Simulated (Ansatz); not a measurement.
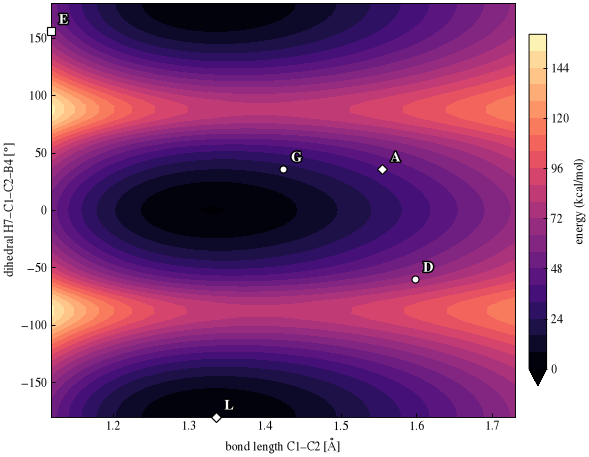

C2H6BClOSi, SMILES C=C(O)B([SiH3])Cl. 
- Coordinates scanned: (1) bond length C1–C2; (2) dihedral H7–C1–C2–B4.
- Nothing is relaxed (all other coordinates rigid).
- Grid: 15 × 15 points.
- Points are written as (first, second).
- Energies: kcal/mol, counted from the lowest grid point.
- The dihedral twists a double bond; near 90° a spin-restricted reference is unreliable.
- Computed with Ansatz 0.2.0, RHF/def2-SVP.

In the figure: filled contours, lettered points. Between grid points the surface is interpolated.

**What kind of point is each of A, D, G, L: minimum, saddle, maximum or slope?**

A: on a slope; D: on a slope; G: on a slope; L: minimum. (In these two coordinates alone; a stationary point may lie a little off the grid point.)

**Rank the lettered points by energy, lowest first.**

L (0 kcal/mol), G (20 kcal/mol), A (40 kcal/mol), E (61 kcal/mol), D (69 kcal/mol).
